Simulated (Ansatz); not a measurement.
# CH2BClO: one molecule under many settings

Aim: run CH2BClO under a spread of inputs, and see what each costs and gives.

Computed with Ansatz 0.2.0, Gaussian basis. Level: the settings change from run to run.

### Step 1. The geometry

An earlier PBE0-D4 in a triple-zeta def2 set relaxation fixed the geometry.

SMILES `O=CBCl`, 6 atoms, charge 0, spin multiplicity 1.

Atoms are counted from 1 here; the program's logs count them from 0.

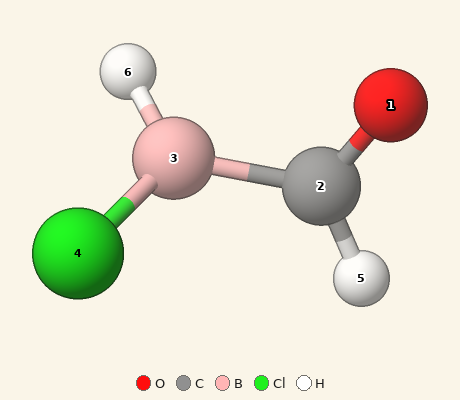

The geometry (oxygen red, carbon grey, boron pink, chlorine green, hydrogen white); atoms are numbered from 1 in the order of the file.

### Step 2. PBE0/6-31++G**

This run has D4 dispersion, relativity set to none, high accuracy.

Contents of in.yaml:

```yaml
crystal:
  periodic: [false, false, false]
  atoms:
    - {symbol: O, position_ang: [0.692693, 1.603462, 0.215451]}
    - {symbol: C, position_ang: [-0.023506, 0.779707, -0.306548]}
    - {symbol: B, position_ang: [-0.097489, -0.651571, 0.364969]}
    - {symbol: Cl, position_ang: [0.517046, -1.998444, -0.535892]}
    - {symbol: H, position_ang: [-0.551848, 1.020449, -1.257255]}
    - {symbol: H, position_ang: [-0.494796, -0.817603, 1.473175]}
basis:
  gaussian: {orbitals: "6-31++G**"}
hamiltonian: {xc: {name: PBE0}, dispersion: d4, pseudopotentials: {relativity: none}}
accuracy: high
```

Launch:

```sh
$ ansatz run in.yaml --threads 2 --pin off --events-out ev --progress --plain --max-ram 4352MiB
```

The log of the run:

```text
Functional definition: PBE0
  name "PBE0"
  cite "Adamo & Barone, J. Chem. Phys. 110, 6158 (1999) doi:10.1063/1.478522"
  cite "Perdew, Burke & Ernzerhof, Phys. Rev. Lett. 77, 3865 (1996) doi:10.1103/PhysRevLett.77.3865"
  parent pbe
  parameter a = 0.25
  parameter kappa = 0.804
  parameter beta = 0.06672455060314922
  exchange = (1 - a)*pbe_x(kappa = kappa, mu = beta*pi^2/3) + a*exact_x
  correlation = pbe_c(beta = beta)
1868 factors; integrals over basis functions are off by at most 3.6e-9 eV
mean field evaluation 1: about -16302.8599 eV, gradient 4.0e1 eV
mean field evaluation 2: about -16294.9949 eV, gradient 7.4e1 eV
mean field evaluation 4: about -16306.5086 eV, gradient 4.2e0 eV
mean field evaluation 8: about -16306.6431 eV, gradient 2.9e-1 eV
mean field evaluation 16: about -16306.6433 eV, gradient 1.0e-4 eV
mean field -16306.64334893 eV, -599.2580900335 hartree, gradient 3.7e-8 eV, S^2 0.000000; 0 other end points of the search recorded, 0 dependent functions left out
reference -16306.64335330 eV, -599.2580901937 hartree; 19, 19 occupied and 73, 73 virtual orbitals, 1868 factors
Total energy: -16306.72978369 eV, -599.2612664521 hartree
```

Run time: 3 s. Hardware: 2 threads of Intel Xeon Platinum 8375C at 2.90GHz, shared host.

### Step 3. SPW92/6-31G

Options: charge +1, multiplicity 2, finite nuclei.

in.yaml: that of step 2 with these lines changed.

```diff
@@ -10,4 +10,6 @@
 basis:
-  gaussian: {orbitals: "6-31++G**"}
-hamiltonian: {xc: {name: PBE0}, dispersion: d4, pseudopotentials: {relativity: none}}
-accuracy: high
+  gaussian: {orbitals: 6-31G, nuclear_model: gaussian}
+total_charge: 1
+magnetization: {spin_polarized: true, initial_magnetization: 1}
+hamiltonian: {xc: {name: SPW92}}
+output: {forces: true}
```

The command is unchanged.

The log of the run, shortened:

```text
Functional definition: SPW92
  name "SPW92"
  cite "Dirac, Proc. Camb. Phil. Soc. 26, 376 (1930) doi:10.1017/S0305004100016108"
  cite "Slater, Phys. Rev. 81, 385 (1951) doi:10.1103/PhysRev.81.385"
  cite "Perdew & Wang, Phys. Rev. B 45, 13244 (1992) doi:10.1103/PhysRevB.45.13244"
[...]
532 factors; integrals over basis functions are off by at most 2.4e-4 eV
[...]
mean field -16230.50057463 eV, -596.4598946893 hartree, gradient 3.2e-5 eV, S^2 0.752032; 1 other end points of the search recorded, 0 dependent functions left out
[...]
reference -16230.50059426 eV, -596.4598954106 hartree; 19, 18 occupied and 25, 26 virtual orbitals, 532 factors
Total energy: -16230.50059426 eV, -596.4598954106 hartree
Atom 0 at     0.692693     1.603462     0.215451 Å, force     0.463946     0.687326     0.292125 eV/Å
Atom 1 at    -0.023506     0.779707    -0.306548 Å, force     0.075886     0.546912    -0.200183 eV/Å
Atom 2 at    -0.097489    -0.651571     0.364969 Å, force     0.158372    -1.600851    -0.208241 eV/Å
Atom 3 at     0.517046    -1.998444    -0.535892 Å, force    -0.061797     0.205487     0.073031 eV/Å
Atom 4 at    -0.551848     1.020449    -1.257255 Å, force    -0.375779    -0.125898    -0.217357 eV/Å
Atom 5 at    -0.494796    -0.817603     1.473175 Å, force    -0.260627     0.287024     0.260625 eV/Å
Dipole moment:    -0.428925     0.329121    -0.106324 e Å
```

It took 0.6 s on 2 threads of Intel Xeon Platinum 8375C at 2.90GHz, shared host.

Largest force 1.622 eV/Å, ⟨S²⟩ 0.752.

### Step 4. B3LYP/x2c-TZVPPall

Options: D4 dispersion.

in.yaml: that of step 3 with these lines changed.

```diff
@@ -10,6 +10,3 @@
 basis:
-  gaussian: {orbitals: 6-31G, nuclear_model: gaussian}
-total_charge: 1
-magnetization: {spin_polarized: true, initial_magnetization: 1}
-hamiltonian: {xc: {name: SPW92}}
-output: {forces: true}
+  gaussian: {orbitals: x2c-TZVPPall}
+hamiltonian: {xc: {name: B3LYP}, dispersion: d4}
```

The command is unchanged.

The log of the run, shortened:

```text
Functional definition: B3LYP
  name "B3LYP"
  cite "Stephens, Devlin, Chabalowski & Frisch, J. Phys. Chem. 98, 11623 (1994) doi:10.1021/j100096a001"
  cite "Becke, Phys. Rev. A 38, 3098 (1988) doi:10.1103/PhysRevA.38.3098"
  cite "Lee, Yang & Parr, Phys. Rev. B 37, 785 (1988) doi:10.1103/PhysRevB.37.785"
  cite "Vosko, Wilk & Nusair, Can. J. Phys. 58, 1200 (1980) doi:10.1139/p80-159"
[...]
916 factors; their error is unknown
[...]
mean field -16358.68438900 eV, -601.1705629811 hartree, gradient 6.2e-5 eV, S^2 0.000000; 0 other end points of the search recorded, 0 dependent functions left out
reference -16358.68462772 eV, -601.1705717541 hartree; 19, 19 occupied and 144, 144 virtual orbitals, 916 factors
Total energy: -16358.85211456 eV, -601.1767267820 hartree
Relativity: scalar
```

Run time: 1.6 s. Hardware: 2 threads of Intel Xeon Platinum 8375C at 2.90GHz, shared host.

### Step 5. BLYP/def2-TZVPD

Options: atoms shaken by 0.03 Å, density fitting with def2-universal-jkfit, high accuracy.

Contents of in.yaml:

```yaml
crystal:
  periodic: [false, false, false]
  atoms:
    - {symbol: O, position_ang: [0.715568, 1.608001, 0.219044]}
    - {symbol: C, position_ang: [-0.025508, 0.781494, -0.316508]}
    - {symbol: B, position_ang: [-0.100376, -0.643385, 0.358366]}
    - {symbol: Cl, position_ang: [0.428467, -2.005815, -0.543742]}
    - {symbol: H, position_ang: [-0.517895, 1.057728, -1.278470]}
    - {symbol: H, position_ang: [-0.545078, -0.789175, 1.449699]}
basis:
  gaussian: {orbitals: def2-TZVPD, fitting: {mean_field: def2-universal-jkfit}}
hamiltonian: {xc: {name: BLYP}}
accuracy: high
output: {forces: true}
```

Same command.

The log of the run, shortened:

```text
Functional definition: BLYP
  name "BLYP"
  cite "Becke, Phys. Rev. A 38, 3098 (1988) doi:10.1103/PhysRevA.38.3098"
  cite "Lee, Yang & Parr, Phys. Rev. B 37, 785 (1988) doi:10.1103/PhysRevB.37.785"
[...]
391 factors; integrals over basis functions are off by at most 8.8e-1 eV
[...]
mean field -16316.41027948 eV, -599.6170181110 hartree, gradient 7.5e-8 eV, S^2 0.000000; 0 other end points of the search recorded, 0 dependent functions left out
[...]
reference -16316.41033268 eV, -599.6170200658 hartree; 19, 19 occupied and 159, 159 virtual orbitals, 391 factors
Total energy: -16316.41033268 eV, -599.6170200658 hartree
Atom 0 at     0.715568     1.608001     0.219044 Å, force    -0.043212    -0.085527     0.062556 eV/Å
Atom 1 at    -0.025508     0.781494    -0.316508 Å, force     0.394031     0.378573     0.042816 eV/Å
Atom 2 at    -0.100376    -0.643385     0.358366 Å, force    -0.660109     0.512805     0.279645 eV/Å
Atom 3 at     0.428467    -2.005815    -0.543742 Å, force     0.373829    -0.699148    -0.412263 eV/Å
Atom 4 at    -0.517895     1.057728    -1.278470 Å, force    -0.179150    -0.106312    -0.107657 eV/Å
Atom 5 at    -0.545078    -0.789175     1.449699 Å, force     0.114610    -0.000392     0.134904 eV/Å
Dipole moment:    -0.282516    -0.280432    -0.146650 e Å
```

It took 3.4 s on 2 threads of Intel Xeon Platinum 8375C at 2.90GHz, shared host.

Largest force 0.894 eV/Å, dipole 2.04 D.

### Step 6. r2SCAN50/STO-3G

This run has D3(BJ) with three-body dispersion.

Contents of in.yaml:

```yaml
crystal:
  periodic: [false, false, false]
  atoms:
    - {symbol: O, position_ang: [0.692693, 1.603462, 0.215451]}
    - {symbol: C, position_ang: [-0.023506, 0.779707, -0.306548]}
    - {symbol: B, position_ang: [-0.097489, -0.651571, 0.364969]}
    - {symbol: Cl, position_ang: [0.517046, -1.998444, -0.535892]}
    - {symbol: H, position_ang: [-0.551848, 1.020449, -1.257255]}
    - {symbol: H, position_ang: [-0.494796, -0.817603, 1.473175]}
basis:
  gaussian: {orbitals: STO-3G}
hamiltonian: {xc: {name: r2SCAN50}, dispersion: d3bjatm}
```

The command is unchanged.

The log of the run, shortened:

```text
Functional definition: r2SCAN50
  name "r2SCAN50"
  cite "Bursch, Neugebauer, Ehlert & Grimme, J. Chem. Phys. 156, 134105 (2022) doi:10.1063/5.0086040"
  cite "Furness, Kaplan, Ning, Perdew & Sun, J. Phys. Chem. Lett. 11, 8208 (2020) doi:10.1021/acs.jpclett.0c02405"
  cite "Furness, Kaplan, Ning, Perdew & Sun, J. Phys. Chem. Lett. 11, 9248 (2020) doi:10.1021/acs.jpclett.0c03077"
  parent r2scan
[...]
331 factors; integrals over basis functions are off by at most 7.9e-5 eV
[...]
mean field -16127.14345972 eV, -592.6615907744 hartree, gradient 2.9e-5 eV, S^2 0.000000; 0 other end points of the search recorded, 0 dependent functions left out
reference -16127.14346205 eV, -592.6615908598 hartree; 19, 19 occupied and 7, 7 virtual orbitals, 331 factors
Total energy: -16127.18047105 eV, -592.6629509154 hartree
```

It took 0.65 s on 2 threads of Intel Xeon Platinum 8375C at 2.90GHz, shared host.

### Step 7. PBE-QIDH/x2c-TZVPPall

Set apart from the defaults: multiplicity 3, high accuracy.

in.yaml: that of step 6 with these lines changed.

```diff
@@ -10,3 +10,6 @@
 basis:
-  gaussian: {orbitals: STO-3G}
-hamiltonian: {xc: {name: r2SCAN50}, dispersion: d3bjatm}
+  gaussian: {orbitals: x2c-TZVPPall}
+magnetization: {spin_polarized: true, initial_magnetization: 2}
+hamiltonian: {xc: {name: PBE-QIDH}}
+accuracy: high
+output: {forces: true}
```

Same command.

The log of the run, shortened:

```text
Functional definition: PBE-QIDH
  name "PBE-QIDH"
  cite "Brémond, Sancho-García, Pérez-Jiménez & Adamo, J. Chem. Phys. 141, 031101 (2014) doi:10.1063/1.4890314"
  cite "Perdew, Burke & Ernzerhof, Phys. Rev. Lett. 77, 3865 (1996) doi:10.1103/PhysRevLett.77.3865"
[...]
2693 factors; integrals over basis functions are off by at most 5.3e-9 eV
[...]
mean field -16337.20668779 eV, -600.3812720199 hartree, gradient 8.4e-8 eV, S^2 2.016805; 0 other end points of the search recorded, 0 dependent functions left out
8 core orbitals not correlated: weight in the atoms' cores, before any rotation towards them, 1.000 or more for the frozen orbitals, at most 0.000 for the correlated occupied ones
reference -16337.20668883 eV, -600.3812720582 hartree; 12, 10 occupied and 143, 145 virtual orbitals, 2693 factors
second order -19.32412773 eV of doubles, -0.00000000 eV of singles
[...]
Total energy: -16343.64806474 eV, -600.6179882568 hartree
Relativity: scalar
Atom 0 at     0.692693     1.603462     0.215451 Å, force     1.313677     2.716210     1.615305 eV/Å
Atom 1 at    -0.023506     0.779707    -0.306548 Å, force    -1.789689    -2.899173    -1.482268 eV/Å
Atom 2 at    -0.097489    -0.651571     0.364969 Å, force    -0.049651     0.599751    -0.235242 eV/Å
Atom 3 at     0.517046    -1.998444    -0.535892 Å, force    -0.397433    -0.280169    -0.273855 eV/Å
Atom 4 at    -0.551848     1.020449    -1.257255 Å, force     0.571118    -0.327772     0.385862 eV/Å
Atom 5 at    -0.494796    -0.817603     1.473175 Å, force     0.351978     0.191153    -0.009803 eV/Å
Dipole moment:    -0.195051     0.111396    -0.164061 e Å
```

It took 38 s on 2 threads of Intel Xeon Platinum 8375C at 2.90GHz, shared host; peak memory 1.1 GiB.

Largest force 3.716 eV/Å, dipole 1.34 D, ⟨S²⟩ 2.017.

### Step 8. MP2/def2-SVP

Set apart from the defaults: high accuracy.

in.yaml: that of step 7 with these lines changed.

```diff
@@ -10,6 +10,5 @@
 basis:
-  gaussian: {orbitals: x2c-TZVPPall}
-magnetization: {spin_polarized: true, initial_magnetization: 2}
-hamiltonian: {xc: {name: PBE-QIDH}}
+  gaussian: {orbitals: def2-SVP}
+hamiltonian: {xc: {name: HF}}
+correlation: {method: mp2}
 accuracy: high
-output: {forces: true}
```

Launched as before.

The log of the run:

```text
Functional definition: HF
  name "HF"
  cite "Fock, Z. Phys. 61, 126 (1930) doi:10.1007/BF01340294"
  parent pbe
  exchange = exact_x
  correlation = 0
1542 factors; integrals over basis functions are off by at most 4.0e-9 eV
mean field evaluation 1: about -16265.3066 eV, gradient 3.2e1 eV
mean field evaluation 2: about -16265.3764 eV, gradient 3.2e1 eV
mean field evaluation 4: about -16267.8702 eV, gradient 3.1e0 eV
mean field evaluation 8: about -16267.9227 eV, gradient 3.8e-1 eV
mean field evaluation 16: about -16267.9239 eV, gradient 1.7e-8 eV
mean field -16267.92388668 eV, -597.8351760407 hartree, gradient 4.6e-8 eV, S^2 0.000000; 0 other end points of the search recorded, 0 dependent functions left out
8 core orbitals not correlated: weight in the atoms' cores, before any rotation towards them, 1.000 or more for the frozen orbitals, at most 0.000 for the correlated occupied ones
reference -16267.92388668 eV, -597.8351760407 hartree; 11, 11 occupied and 51, 51 virtual orbitals, 1542 factors
second order -14.11799620 eV of doubles, -0.00000000 eV of singles
Total energy: -16282.04188288 eV, -598.3540028315 hartree
```

Run time: 0.75 s. Hardware: 2 threads of Intel Xeon Platinum 8375C at 2.90GHz, shared host.

### Step 9. r2SCAN/aug-cc-pVDZ

Options: density fitting with def2-universal-jkfit, finite nuclei, relativity set to none.

in.yaml: that of step 8 with these lines changed.

```diff
@@ -10,5 +10,4 @@
 basis:
-  gaussian: {orbitals: def2-SVP}
-hamiltonian: {xc: {name: HF}}
-correlation: {method: mp2}
-accuracy: high
+  gaussian: {orbitals: aug-cc-pVDZ, fitting: {mean_field: def2-universal-jkfit}, nuclear_model: gaussian}
+hamiltonian: {xc: {name: r2SCAN}, pseudopotentials: {relativity: none}}
+output: {forces: true}
```

Same command.

The log of the run, shortened:

```text
Functional definition: r2SCAN
  name "r2SCAN"
  cite "Furness, Kaplan, Ning, Perdew & Sun, J. Phys. Chem. Lett. 11, 8208 (2020) doi:10.1021/acs.jpclett.0c02405"
  cite "Furness, Kaplan, Ning, Perdew & Sun, J. Phys. Chem. Lett. 11, 9248 (2020) doi:10.1021/acs.jpclett.0c03077"
  parent r2scan
[...]
391 factors; integrals over basis functions are off by at most 2.6e-1 eV
[...]
mean field -16313.15598291 eV, -599.4974249176 hartree, gradient 5.2e-5 eV, S^2 0.000000; 0 other end points of the search recorded, 0 dependent functions left out
[...]
reference -16313.15600516 eV, -599.4974257353 hartree; 19, 19 occupied and 95, 95 virtual orbitals, 391 factors
Total energy: -16313.15600516 eV, -599.4974257353 hartree
Atom 0 at     0.692693     1.603462     0.215451 Å, force     0.719921     0.760530     0.540135 eV/Å
Atom 1 at    -0.023506     0.779707    -0.306548 Å, force    -0.579919    -0.752697    -0.334045 eV/Å
Atom 2 at    -0.097489    -0.651571     0.364969 Å, force    -0.130460     0.323859     0.146071 eV/Å
Atom 3 at     0.517046    -1.998444    -0.535892 Å, force     0.189065    -0.369568    -0.258993 eV/Å
Atom 4 at    -0.551848     1.020449    -1.257255 Å, force    -0.148334     0.070244    -0.288006 eV/Å
Atom 5 at    -0.494796    -0.817603     1.473175 Å, force    -0.050275    -0.032369     0.194838 eV/Å
Dipole moment:    -0.301968    -0.250888    -0.123457 e Å
```

Run time: 1.8 s. Hardware: 2 threads of Intel Xeon Platinum 8375C at 2.90GHz, shared host.

Largest force 1.178 eV/Å, dipole 1.98 D.

### Step 10. PBE0/def2-TZVPP

Options: charge -1, multiplicity 2, restricted open-shell orbitals, coordinates scaled by 1.25, D3(BJ) with three-body dispersion.

Contents of in.yaml:

```yaml
crystal:
  periodic: [false, false, false]
  atoms:
    - {symbol: O, position_ang: [0.865867, 2.004328, 0.269313]}
    - {symbol: C, position_ang: [-0.029382, 0.974634, -0.383185]}
    - {symbol: B, position_ang: [-0.121861, -0.814464, 0.456211]}
    - {symbol: Cl, position_ang: [0.646307, -2.498055, -0.669865]}
    - {symbol: H, position_ang: [-0.689810, 1.275561, -1.571569]}
    - {symbol: H, position_ang: [-0.618494, -1.022004, 1.841469]}
basis:
  gaussian: {orbitals: def2-TZVPP}
total_charge: -1
magnetization: {spin_polarized: false, initial_magnetization: 1}
hamiltonian: {xc: {name: PBE0}, dispersion: d3bjatm}
```

Launched as before.

The log of the run:

```text
Functional definition: PBE0
  name "PBE0"
  cite "Adamo & Barone, J. Chem. Phys. 110, 6158 (1999) doi:10.1063/1.478522"
  cite "Perdew, Burke & Ernzerhof, Phys. Rev. Lett. 77, 3865 (1996) doi:10.1103/PhysRevLett.77.3865"
  parent pbe
  parameter a = 0.25
  parameter kappa = 0.804
  parameter beta = 0.06672455060314922
  exchange = (1 - a)*pbe_x(kappa = kappa, mu = beta*pi^2/3) + a*exact_x
  correlation = pbe_c(beta = beta)
943 factors; their error is unknown
mean field evaluation 1: about -16302.9430 eV, gradient 2.2e1 eV
mean field evaluation 2: about -16264.1093 eV, gradient 1.2e2 eV
mean field evaluation 4: about -16304.1541 eV, gradient 8.2e0 eV
mean field evaluation 8: about -16304.3515 eV, gradient 5.9e-1 eV
mean field evaluation 16: about -16304.3886 eV, gradient 3.6e-3 eV
mean field evaluation 32: about -16304.1098 eV, gradient 1.1e0 eV
mean field -16304.38862785 eV, -599.1752305618 hartree, gradient 3.4e-5 eV, S^2 0.750000; 3 other end points of the search recorded, 0 dependent functions left out
reference -16304.38865714 eV, -599.1752316385 hartree; 20, 19 occupied and 143, 144 virtual orbitals, 943 factors
Total energy: -16304.48466655 eV, -599.1787599189 hartree
```

It took 3.8 s on 2 threads of Intel Xeon Platinum 8375C at 2.90GHz, shared host; peak memory 0.41 GiB.

### Step 11. All runs side by side

```csv
level,charge,multiplicity,geometry,functions,energy (eV),time
PBE0/6-31++G**,0,1,relaxed,92,-16306.730,3 s
SPW92/6-31G,1,2,relaxed,44,-16230.501,0.6 s
B3LYP/x2c-TZVPPall,0,1,relaxed,163,-16358.852,1.6 s
BLYP/def2-TZVPD,0,1,shaken,178,-16316.410,3.4 s
r2SCAN50/STO-3G,0,1,relaxed,26,-16127.180,0.65 s
PBE-QIDH/x2c-TZVPPall,0,3,relaxed,163,-16343.648,38 s
MP2/def2-SVP,0,1,relaxed,70,-16282.042,0.75 s
r2SCAN/aug-cc-pVDZ,0,1,relaxed,114,-16313.156,1.8 s
PBE0/def2-TZVPP,-1,2,scaled,163,-16304.485,3.8 s
```

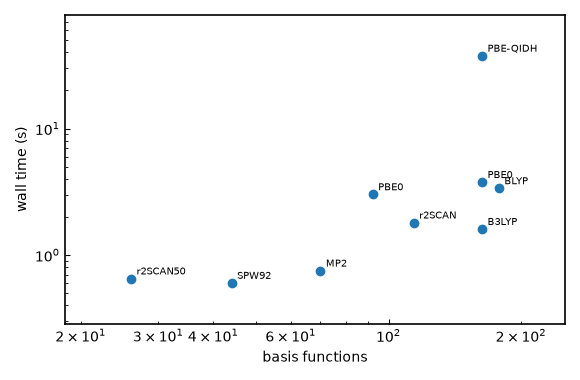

Wall time against the number of basis functions (shared host).

### Step 12. Outcome

| quantity | value |
| --- | --- |
| runs | 9 |
| quickest | SPW92/6-31G, 0.6 s |
| slowest | PBE-QIDH/x2c-TZVPPall, 38 s |
| spread of total energies, same state and geometry | 231.7 eV |

**Reading.** PBE-QIDH/x2c-TZVPPall took 63 times as long as SPW92/6-31G. The jobs differ in tasks and options as well as level. The totals spread over 232 eV; they can't be compared across methods or bases. Some of these runs are scalar-relativistic and others not, which shifts the totals of all-electron atoms past neon by eV; core potentials, where a basis has them, take the core out of the total altogether. At the PBE0-D4/def2-TZVP geometry and in the same state, runs without warnings or point charges leave forces up to 1.18 eV/Å (r2SCAN/aug-cc-pVDZ).
